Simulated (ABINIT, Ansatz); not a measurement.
## CsCaH3 (Pm-3m): Raman and infrared activity

Which lines does CsCaH3 (Pm-3m) show in Raman and infrared spectra?

Program: ABINIT 10.8.3. Level of theory: DFT LDA, scalar-relativistic, plane waves, PseudoDojo norm-conserving pseudopotentials. Results are calculated unless marked as measured.

### Step 1. Set-up

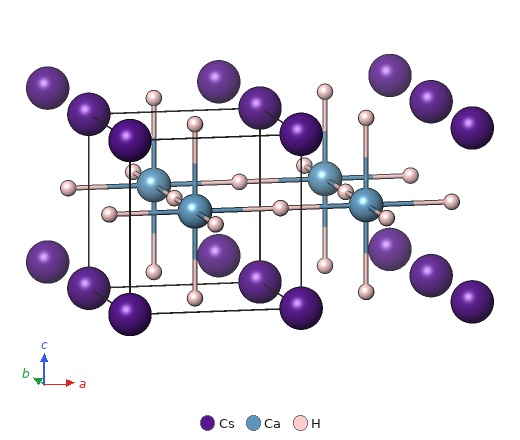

The starting structure, seen slightly off an axis (caesium purple, calcium blue, hydrogen pink). 2×2×1 cells are drawn. Some periodic images of atoms are drawn too.

Coordinates:

```cif
data_structure
_symmetry_space_group_name_H-M 'P 1'
_symmetry_Int_Tables_number 1
_cell_length_a 4.4671
_cell_length_b 4.4671
_cell_length_c 4.4671
_cell_angle_alpha 90.000
_cell_angle_beta 90.000
_cell_angle_gamma 90.000
_cell_volume 89.14
loop_
_atom_site_label
_atom_site_type_symbol
_atom_site_fract_x
_atom_site_fract_y
_atom_site_fract_z
_atom_site_occupancy
Cs1 Cs 0.00000 0.00000 0.00000 1
Ca2 Ca 0.50000 0.50000 0.50000 1
H3 H 0.50000 0.00000 0.50000 1
H4 H 0.00000 0.50000 0.50000 1
H5 H 0.50000 0.50000 0.00000 1
```

### Step 2. Relaxing the cell and atoms

The harmonic expansion needs vanishing forces, and a free crystal bears no stress, so cell and atoms are brought to rest. Stress is more sensitive to the basis than forces are: the last 3 Ha under the cutoff are smoothed with ecutsm, and the cutoff is raised above that of the later runs.

The starting cell comes from a relaxation made beforehand in Ansatz (LDA, PseudoDojo NC).

relax.abi

```
# relaxation
ionmov 2
optcell 2
dilatmx 1.08
ntime 40
tolmxf 1.0d-05
tolvrs 1.0d-14
prtwf 0
prtden 0
chksymtnons 0

# basis, mesh and filling
ecut 39.0
ecutsm 3.0
ngkpt 6 6 6
nshiftk 1
shiftk 0.0 0.0 0.0
istwfk *1
occopt 1
nband 11
nstep 100
diemac 9.0
prtebands 0
prtgsr 0

# cell and atoms
acell 3*1.0 Angstrom
rprim 
    4.467094694 0.0 0.0
    0.0 4.467094694 0.0
    0.0 0.0 4.467094694
ntypat 3
znucl 55 20 1
natom 5
typat 1 2 3 3 3
xred 
    0.0 0.0 0.0
    0.5 0.5 0.5
    0.5 0.0 0.5
    0.0 0.5 0.5
    0.5 0.5 0.0
pp_dirpath "./pseudo"
pseudos "Cs.upf, Ca.upf, H.upf"
```

The run is started by

```sh
OMP_NUM_THREADS=1 mpirun -n 4 abinit relax.abi > relax.log
```

Numbers of over 12 decimals in the logs are rounded to 6 here.

relax.abo, the main output file:

```text
[banners, grids, parts of the stress and lines that vanish by symmetry left out]
- input  file    -> relax.abi
- output file    -> relax.abo
- root for input  files -> relaxi
[...]
Symmetries : space group Pm -3 m (#221); Bravais cP (primitive cubic)
[...]
mpw =        8844          nfft =      157464          nkpt =          20
[...]
== DATASET  1 ==================================================================
[...]
cutoff_energies: {ecut:  39.0, pawecutdg:  -1.0, }
[...]
ETOT  1  -63.845859424007    -6.385E+01 3.477E-02 5.213E+02
 ETOT  2  -63.916386041081    -7.053E-02 1.052E-04 2.946E+01
 ETOT  3  -63.918161143089    -1.775E-03 7.576E-05 3.181E+00
 ETOT  4  -63.918290327049    -1.292E-04 4.153E-06 6.003E-02
 ETOT  5  -63.918296922956    -6.596E-06 2.623E-07 3.716E-03
[...]
At SCF step   14       vres2   =  1.32E-15 < tolvrs=  1.00E-14 =>converged.
[...]
sigma(1 1)=  1.17949607E-07  sigma(3 2)=  0.00000000E+00
  sigma(2 2)=  1.17949607E-07  sigma(3 1)=  0.00000000E+00
  sigma(3 3)=  1.17949607E-07  sigma(2 1)=  0.00000000E+00
[...]
convergence: {deltae: -3.148E-12, res2:  1.325E-15, residm:  1.174E-17, diffor: null, }
etotal    :  -6.39182973E+01
[...]
ETOT  1  -63.918297317749    -6.392E+01 1.399E-11 9.933E-06
[...]
At SCF step    7       vres2   =  5.56E-15 < tolvrs=  1.00E-14 =>converged.
[...]
sigma(1 1)=  1.07738012E-07  sigma(3 2)=  0.00000000E+00
  sigma(2 2)=  1.07738012E-07  sigma(3 1)=  0.00000000E+00
  sigma(3 3)=  1.07738012E-07  sigma(2 1)=  0.00000000E+00
[...]
convergence: {deltae:  9.329E-12, res2:  5.564E-15, residm:  4.486E-18, diffor: null, }
etotal    :  -6.39182973E+01
[...]
ETOT  1  -63.918297252913    -6.392E+01 8.359E-08 1.106E-03
[...]
ETOT  9  -63.918297322101     9.386E-12 2.473E-18 1.173E-14
 ETOT 10  -63.918297322110    -8.555E-12 1.985E-19 7.935E-16
 At SCF step   10       vres2   =  7.94E-16 < tolvrs=  1.00E-14 =>converged.
[...]
sigma(1 1)=  1.79709038E-11  sigma(3 2)=  0.00000000E+00
  sigma(2 2)=  1.79709056E-11  sigma(3 1)=  0.00000000E+00
  sigma(3 3)=  1.79709021E-11  sigma(2 1)=  0.00000000E+00
[...]
convergence: {deltae: -8.555E-12, res2:  7.935E-16, residm:  1.985E-19, diffor: null, }
etotal    :  -6.39182973E+01
[...]
At Broyd/MD step   3, gradients are converged :
[...]
sigma(1 1)=  1.79709038E-11  sigma(3 2)=  0.00000000E+00
  sigma(2 2)=  1.79709056E-11  sigma(3 1)=  0.00000000E+00
  sigma(3 3)=  1.79709021E-11  sigma(2 1)=  0.00000000E+00
[...]
- sigma(1 1)=  5.28722245E-07  sigma(3 2)=  0.00000000E+00
- sigma(2 2)=  5.28722296E-07  sigma(3 1)=  0.00000000E+00
- sigma(3 3)=  5.28722194E-07  sigma(2 1)=  0.00000000E+00
[...]
fcart     -0.0000000000E+00 -0.0000000000E+00 -0.0000000000E+00
           strten      1.7970903845E-11  1.7970905580E-11  1.7970902110E-11
================================================================================

[key lines of the parts left out:]
pressure_GPa:  -5.2872E-07
Total energy (etotal) [Ha]= -6.39182973221095E+01
```

Elapsed: 48 s, on 4 MPI ranks of Arm Neoverse V2, shared host.

Little changed from the start: no atom moved by 0.005 Å and no cell edge by 0.1 %.

Numbers from this step:

```yaml
volume_per_atom: 17.83 Å³
pressure: -5.29e-7 GPa
```

### Step 3. Ground state

First-order wavefunctions inherit every error of the ground state, hence the very tight tolvrs. The mesh is shifted off Γ, since shifted meshes converge sums over the zone faster.

gs.abi

```
# ground state
tolvrs 1.0d-16
prtden 1
prtwf 1

# basis, mesh and filling
ecut 31.0
ngkpt 6 6 6
nshiftk 1
shiftk 0.5 0.5 0.5
istwfk *1
occopt 1
nband 11
nstep 100
diemac 9.0
prtebands 0
prtgsr 0

# cell and atoms
acell 3*1.0 Angstrom
rprim 
    4.466912141 0.0 0.0
    0.0 4.466912141 0.0
    0.0 0.0 4.466912141
ntypat 3
znucl 55 20 1
natom 5
typat 1 2 3 3 3
xred 
    0.0 0.0 0.0
    0.5 0.5 0.5
    0.5 0.0 0.5
    0.0 0.5 0.5
    0.5 0.5 0.0
pp_dirpath "./pseudo"
pseudos "Cs.upf, Ca.upf, H.upf"
```

The run is started by

```sh
OMP_NUM_THREADS=1 mpirun -n 4 abinit gs.abi > gs.log
```

gs.abo, the main output file:

```text
[banners, grids, parts of the stress and lines that vanish by symmetry left out]
- input  file    -> gs.abi
- output file    -> gs.abo
- root for input  files -> gsi
[...]
Symmetries : space group Pm -3 m (#221); Bravais cP (primitive cubic)
[...]
mpw =        4967          nfft =       91125          nkpt =          10
[...]
== DATASET  1 ==================================================================
[...]
cutoff_energies: {ecut:  31.0, pawecutdg:  -1.0, }
[...]
ETOT  1  -63.831256685520    -6.383E+01 7.903E-02 2.787E+02
 ETOT  2  -63.916516895047    -8.526E-02 5.910E-04 1.772E+01
 ETOT  3  -63.917932362503    -1.415E-03 5.394E-05 1.788E+00
 ETOT  4  -63.918061758490    -1.294E-04 3.197E-06 3.513E-02
 ETOT  5  -63.918068533011    -6.775E-06 3.388E-07 1.617E-03
[...]
ETOT 14  -63.918068847388    -4.761E-13 2.871E-18 1.067E-15
 ETOT 15  -63.918068847390    -1.805E-12 4.404E-19 3.307E-17
 At SCF step   15       vres2   =  3.31E-17 < tolvrs=  1.00E-16 =>converged.
[...]
sigma(1 1)=  3.26015640E-06  sigma(3 2)=  0.00000000E+00
  sigma(2 2)=  3.26015640E-06  sigma(3 1)=  0.00000000E+00
  sigma(3 3)=  3.26015640E-06  sigma(2 1)=  0.00000000E+00
[...]
convergence: {deltae: -1.805E-12, res2:  3.307E-17, residm:  4.404E-19, diffor: null, }
etotal    :  -6.39180688E+01
[...]
sigma(1 1)=  3.26015640E-06  sigma(3 2)=  0.00000000E+00
  sigma(2 2)=  3.26015640E-06  sigma(3 1)=  0.00000000E+00
  sigma(3 3)=  3.26015640E-06  sigma(2 1)=  0.00000000E+00
[...]
- sigma(1 1)=  9.59171127E-02  sigma(3 2)=  0.00000000E+00
- sigma(2 2)=  9.59171127E-02  sigma(3 1)=  0.00000000E+00
- sigma(3 3)=  9.59171127E-02  sigma(2 1)=  0.00000000E+00
[...]
fcart     -0.0000000000E+00 -0.0000000000E+00 -0.0000000000E+00
           strten      3.2601563967E-06  3.2601563967E-06  3.2601563967E-06
================================================================================

[key lines of the parts left out:]
pressure_GPa:  -9.5917E-02
```

Run time: 10 s. Hardware: 4 MPI ranks.

Numbers from this step:

```
pressure : -0.09592 GPa
```

The cell stands at -0.096 GPa, close enough for phonons.

### Step 4. Empty bands

Empty bands on the ground state's density check that the gap assumed so far is there in this cell.

gap.abi

```
# empty bands on the ground state's density
iscf -2
getden_filepath "gso_DEN"
tolwfr 1.0d-12
nbdbuf 2
prtwf 0

# basis, mesh and filling
ecut 31.0
ngkpt 6 6 6
nshiftk 1
shiftk 0.0 0.0 0.0
istwfk *1
occopt 1
nband 15
nstep 100
diemac 9.0
prtebands 0
prtgsr 0

# cell and atoms
acell 3*1.0 Angstrom
rprim 
    4.466912141 0.0 0.0
    0.0 4.466912141 0.0
    0.0 0.0 4.466912141
ntypat 3
znucl 55 20 1
natom 5
typat 1 2 3 3 3
xred 
    0.0 0.0 0.0
    0.5 0.5 0.5
    0.5 0.0 0.5
    0.0 0.5 0.5
    0.5 0.5 0.0
pp_dirpath "./pseudo"
pseudos "Cs.upf, Ca.upf, H.upf"
```

The run is started by

```sh
OMP_NUM_THREADS=1 mpirun -n 4 abinit gap.abi > gap.log
```

gap.abo, the main output file:

```text
[banners, grids, parts of the stress and lines that vanish by symmetry left out]
- input  file    -> gap.abi
- output file    -> gap.abo
- root for input  files -> gapi
[...]
Symmetries : space group Pm -3 m (#221); Bravais cP (primitive cubic)
[...]
mpw =        4984          nfft =       91125          nkpt =          20
[...]
== DATASET  1 ==================================================================
[...]
cutoff_energies: {ecut:  31.0, pawecutdg:  -1.0, }
[...]
-outvars: echo values of variables after computation
            acell      1.8897261259E+00  1.8897261259E+00  1.8897261259E+00 Bohr
================================================================================
```

The job ended after 18 s (4 MPI ranks; 70 s of CPU time).

Numbers from this step:

| Property | Result |
| --- | --- |
| gap on the k-mesh | 2.667 eV |

In this cell the gap on the mesh is 2.7 eV, direct, so fixed occupations hold.

### Step 5. Linear response at Γ

The derivative of the wavefunctions by k comes first, since the response to a field is built on it; then the field and the displacements that symmetry doesn't supply are solved at q = 0. By the 2n+1 theorem the first-order wavefunctions also give third derivatives: Raman tensors and the non-linear susceptibility.

It reads the wavefunctions written in step 3.

dfpt_gamma.abi

```
ndtset 3

# common to the responses
getwfk_filepath "gso_WFK"
kptopt 2
nqpt 1
qpt 0.0 0.0 0.0
asr 0
chneut 0

# d/dk
rfelfd1 2
rfdir1 1 1 1
iscf1 -3
tolwfr1 1.0d-20

# displacements, field
rfphon2 1
rfatpol2 1 5
rfdir2 1 1 1
rfelfd2 3
getddk2 1
tolvrs2 1.0d-10
prepanl2 1
prtden2 1

# third order
optdriver3 5
getden_filepath3 "gso_DEN"
get1den3 2
get1wf3 2
getddk3 1
d3e_pert1_elfd3 1
d3e_pert1_phon3 1
d3e_pert1_atpol3 1 5
d3e_pert1_dir3 1 1 1
d3e_pert2_elfd3 1
d3e_pert2_dir3 1 1 1
d3e_pert3_elfd3 1
d3e_pert3_dir3 1 1 1
usepead3 1
tolvrs3 1.0d-10

# basis, mesh and filling
ecut 31.0
ngkpt 6 6 6
nshiftk 1
shiftk 0.5 0.5 0.5
istwfk *1
occopt 1
nband 11
nstep 100
diemac 9.0
prtebands 0
prtgsr 0

# cell and atoms
acell 3*1.0 Angstrom
rprim 
    4.466912141 0.0 0.0
    0.0 4.466912141 0.0
    0.0 0.0 4.466912141
ntypat 3
znucl 55 20 1
natom 5
typat 1 2 3 3 3
xred 
    0.0 0.0 0.0
    0.5 0.5 0.5
    0.5 0.0 0.5
    0.0 0.5 0.5
    0.5 0.5 0.0
pp_dirpath "./pseudo"
pseudos "Cs.upf, Ca.upf, H.upf"
```

The run is started by

```sh
OMP_NUM_THREADS=1 mpirun -n 4 abinit dfpt_gamma.abi > dfpt_gamma.log
```

dfpt_gamma.abo, the main output file:

```text
[banners, grids, parts of the stress and lines that vanish by symmetry left out]
- input  file    -> dfpt_gamma.abi
- output file    -> dfpt_gamma.abo
- root for input  files -> dfpt_gammai
[...]
DATASET    1 : space group Pm -3 m (#221); Bravais cP (primitive cubic)
[...]
nfft =       91125          nkpt =         108
[...]
DATASET    2 : space group Pm -3 m (#221); Bravais cP (primitive cubic)
[...]
nfft =       91125          nkpt =         108
[...]
DATASET    3 : space group Pm -3 m (#221); Bravais cP (primitive cubic)
[...]
mpw =        4967          nfft =       91125          nkpt =         108
[...]
== DATASET  1 ==================================================================
[...]
cutoff_energies: {ecut:  31.0, pawecutdg:  -1.0, }
[...]
-  1.00000   1.00000  180309                  znucl, zion, pspdat
[...]
Perturbation : derivative vs k along direction   1
[...]
-ETOT  1  -12.184643101856     -1.218E+01 9.461E-02 0.000E+00
 ETOT  2  -12.258301132402     -7.366E-02 4.787E-03 0.000E+00
 ETOT  3  -12.260569017559     -2.268E-03 2.254E-04 0.000E+00
 ETOT  4  -12.260682097344     -1.131E-04 1.794E-05 0.000E+00
 ETOT  5  -12.260688549359     -6.452E-06 8.940E-07 0.000E+00
[...]
At SCF step   18   max residual=  1.00E-20 < tolwfr=  1.00E-20 =>converged.
[...]
Perturbation : derivative vs k along direction   2
[...]
-ETOT  1  -12.184334907142     -1.218E+01 9.461E-02 0.000E+00
[...]
At SCF step   18   max residual=  1.00E-20 < tolwfr=  1.00E-20 =>converged.
[...]
Perturbation : derivative vs k along direction   3
[...]
-ETOT  1  -12.184643111871     -1.218E+01 9.461E-02 0.000E+00
[...]
At SCF step   18   max residual=  1.00E-20 < tolwfr=  1.00E-20 =>converged.
[...]
1        1       1.0465323388    0.0000000000
     1        2       0.0000000000    0.0000000000
     1        3       0.0000000000    0.0000000000
     2        1       0.0000000000    0.0000000000
     2        2       1.0465323388    0.0000000000
     2        3       0.0000000000    0.0000000000
     3        1       0.0000000000    0.0000000000
     3        2       0.0000000000    0.0000000000
     3        3       1.0465323388   -0.0000000000
[...]
== DATASET  2 ==================================================================
[...]
cutoff_energies: {ecut:  31.0, pawecutdg:  -1.0, }
[...]
Perturbation : displacement of atom   1   along direction   1
[...]
-ETOT  1   1.576160     -6.878E+02 1.574E+00 7.745E+01
[...]
At SCF step   10       vres2   =  4.66E-12 < tolvrs=  1.00E-10 =>converged.
[...]
Perturbation : displacement of atom   2   along direction   1
[...]
-ETOT  1   8.295758     -3.218E+03 1.285E+01 4.924E+02
[...]
At SCF step   11       vres2   =  1.02E-11 < tolvrs=  1.00E-10 =>converged.
[...]
Perturbation : displacement of atom   3   along direction   1
[...]
-ETOT  1   1.129213     -7.083E+01 1.122E-01 1.958E+03
[...]
At SCF step   11       vres2   =  1.28E-12 < tolvrs=  1.00E-10 =>converged.
[...]
Perturbation : displacement of atom   3   along direction   2
[...]
-ETOT  1   4.231174     -7.214E+01 2.122E-01 2.839E+03
[...]
At SCF step   11       vres2   =  2.35E-11 < tolvrs=  1.00E-10 =>converged.
[...]
Perturbation : homogeneous electric field along direction   1
[...]
-ETOT  1  -70.236565972005     -7.024E+01 2.113E+00 7.653E+03
[...]
At SCF step   12       vres2   =  8.72E-11 < tolvrs=  1.00E-10 =>converged.
[...]
Perturbation : homogeneous electric field along direction   2
[...]
-ETOT  1  -70.233898250329     -7.023E+01 2.113E+00 7.654E+03
[...]
At SCF step   12       vres2   =  7.49E-11 < tolvrs=  1.00E-10 =>converged.
[...]
Perturbation : homogeneous electric field along direction   3
[...]
-ETOT  1  -70.236566003590     -7.024E+01 2.113E+00 7.653E+03
[...]
ETOT 11  -75.345992577887     -7.806E-11 3.529E-11 2.610E-09
 ETOT 12  -75.345992577895     -8.100E-12 3.382E-12 8.696E-11
 At SCF step   12       vres2   =  8.70E-11 < tolvrs=  1.00E-10 =>converged.
[...]
Dielectric tensor, in cartesian coordinates,
[...]
1    7   1    7         3.8412143215        -0.0000000000
   1    7   2    7        -0.0000000000        -0.0000000000
   1    7   3    7        -0.0000000000        -0.0000000000
   2    7   1    7        -0.0000000000        -0.0000000000
   2    7   2    7         3.8412143215        -0.0000000000
   2    7   3    7        -0.0000000000        -0.0000000000
   3    7   1    7        -0.0000000000        -0.0000000000
   3    7   2    7        -0.0000000000        -0.0000000000
   3    7   3    7         3.8412143215        -0.0000000000
  Effective charges, in cartesian coordinates,
[...]
1    1   1    7         1.0923687073         0.0000000000
   2    1   1    7         0.0000000000         0.0000000000
   3    1   1    7         0.0000000000         0.0000000000
   1    2   1    7         1.9252231510         0.0000000000
   2    2   1    7         0.0000000000         0.0000000000
[...]
Effective charges, in cartesian coordinates,
[...]
2    7   1    5         0.0000000000         0.0000000000
   3    7   1    5         0.0000000000         0.0000000000
   1    7   2    5         0.0000000000         0.0000000000
   2    7   2    5        -0.9610587712         0.0000000000
   3    7   2    5         0.0000000000         0.0000000000
   1    7   3    5         0.0000000000         0.0000000000
   2    7   3    5         0.0000000000         0.0000000000
   3    7   3    5        -1.0951591656         0.0000000000
  Phonon wavevector (reduced coordinates) :  0.00000  0.00000  0.00000
 Phonon energies in Hartree :
[...]
Phonon frequencies in cm-1    :
- -5.901571E-01 -5.901569E-01 -5.901563E-01  1.174046E+02  1.174046E+02
-  1.174046E+02  4.340902E+02  4.340902E+02  4.340902E+02  4.624111E+02
-  4.624111E+02  4.624111E+02  1.110317E+03  1.110317E+03  1.110317E+03
  Phonon at Gamma, with non-analyticity in the
[...]
Phonon energies in Hartree :
[...]
Phonon frequencies in cm-1    :
- -5.901571E-01 -5.901569E-01 -5.901331E-01  1.174046E+02  1.174046E+02
-  1.180625E+02  4.340902E+02  4.340902E+02  4.340902E+02  4.624111E+02
-  4.624111E+02  6.814382E+02  1.110317E+03  1.110317E+03  1.196296E+03
  Phonon at Gamma, with non-analyticity in the
[...]
Phonon energies in Hartree :
[...]
Phonon frequencies in cm-1    :
- -5.901571E-01 -5.901563E-01 -5.901336E-01  1.174046E+02  1.174046E+02
-  1.180625E+02  4.340902E+02  4.340902E+02  4.340902E+02  4.624111E+02
-  4.624111E+02  6.814382E+02  1.110317E+03  1.110317E+03  1.196296E+03
  Phonon at Gamma, with non-analyticity in the
[...]
Phonon energies in Hartree :
[...]
Phonon frequencies in cm-1    :
- -5.901569E-01 -5.901563E-01 -5.901338E-01  1.174046E+02  1.174046E+02
-  1.180625E+02  4.340902E+02  4.340902E+02  4.340902E+02  4.624111E+02
-  4.624111E+02  6.814382E+02  1.110317E+03  1.110317E+03  1.196296E+03
[...]
== DATASET  3 ==================================================================
[...]
cutoff_energies: {ecut:  31.0, pawecutdg:  -1.0, }
[...]
1          1       -0.000000000       -0.000000000       -0.000000000
[...]
1          2       -0.000000000       -0.000000000       -0.000000000
[...]
1          3       -0.000000000       -0.000000000       -0.000000000
[...]
2          1       -0.000000000       -0.000000000       -0.000000000
[...]
2          2       -0.000000000       -0.000000000       -0.000000000
[...]
2          3       -0.000000000       -0.000000000       -0.000000000
[...]
3          1       -0.000000000       -0.000000000       -0.000000000
[...]
3          2       -0.000000000       -0.000000000       -0.000000000
[...]
3          3       -0.000000000       -0.000000000       -0.000000000
[...]
4          1       -0.000000000       -0.000000000       -0.000000000
[...]
4          2       -0.000000000       -0.000000000       -0.000000000
[...]
4          3       -0.000000000       -0.000000000       -0.000000000
[...]
5          1       -0.000000000       -0.000000000       -0.000000000
[...]
5          2       -0.000000000       -0.000000000       -0.000000000
[...]
5          3       -0.000000000       -0.000000000       -0.000000000
[...]
strten2     0.0000000000E+00  0.0000000000E+00  0.0000000000E+00
           strten3     0.0000000000E+00  0.0000000000E+00  0.0000000000E+00
================================================================================
```

Run time: 9.9 min. Hardware: 4 MPI ranks; 40 min of CPU time.

Read from the output:

| Item | Value |
| --- | --- |
| miss of the charge sum rule | 3.15e-4 e |
| largest acoustic frequency at the zone centre before the sum rule | -0.59 cm⁻¹ |
| highest optical zone-centre mode (no LO-TO term) | 1110 cm⁻¹ |
| lowest optical zone-centre mode | 117.4 cm⁻¹ |
| mean high-frequency dielectric constant | 3.841 |
| largest Born charge in size (third of the trace) | 1.925 e |

Born charge (rows field, columns displacement), before the sum rule (e), principal values of the symmetric part by kind of site:

```csv
atom,atoms with these values,low,middle,high,mean
Cs1,1,1.09,1.09,1.09,1.09
Ca2,1,1.93,1.93,1.93,1.93
H3,3,-1.10,-0.96,-0.96,-1.01
```

In full for Ca2:

```
1.93 0.00 0.00
0.00 1.93 0.00
0.00 0.00 1.93
```

High-frequency dielectric tensor:

```
3.84 0.00 0.00
0.00 3.84 0.00
0.00 0.00 3.84
```

The acoustic modes at Γ come out as far as 0.6 cm⁻¹ from zero, where they should vanish, a small numerical error; the Born charges miss their sum rule by 3.2e-4 e, which is good.

(Part 1 of 3 ends here.)

[Host names and launcher messages were left out of these logs when they were recorded.]

[Logs are printed without paths, hosts, clocks, repeated set-up lines and the standing remarks that a program may print on its own settings, such as how far it seeks lower states.]

[Hosts, paths, dates, database ids (printed as entryN), source tags and the programs' standing remarks are cut or masked in the printed files.]
